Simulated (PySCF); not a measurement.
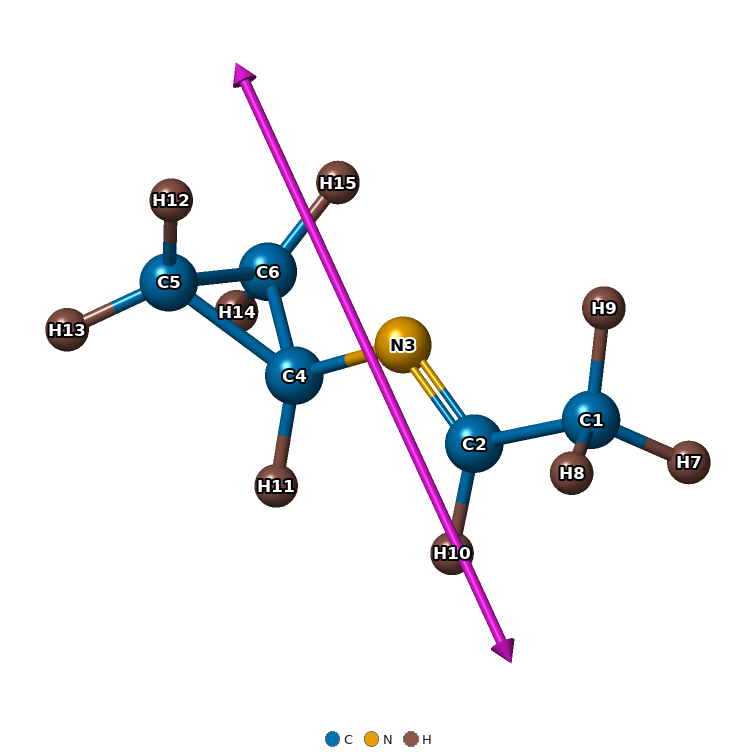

The double arrow shows the direction of the transition dipole to excited singlet state 9 (its length means nothing). Computed geometry: PBE0-D3(BJ)/def2-SVP optimisation. No frequency run is at hand to confirm it as a minimum. Level of theory: TDDFT CAM-B3LYP/def2-SVPD, vertical, gas phase, core orbitals frozen in the response (PySCF 2.14.0).

Where does the transition lie, and how strong is it?

8.12 eV (153 nm), oscillator strength 0.11, of mixed character, with the largest part HOMO−1 → LUMO+3 (weight 0.45); transition dipole 1.92 D.
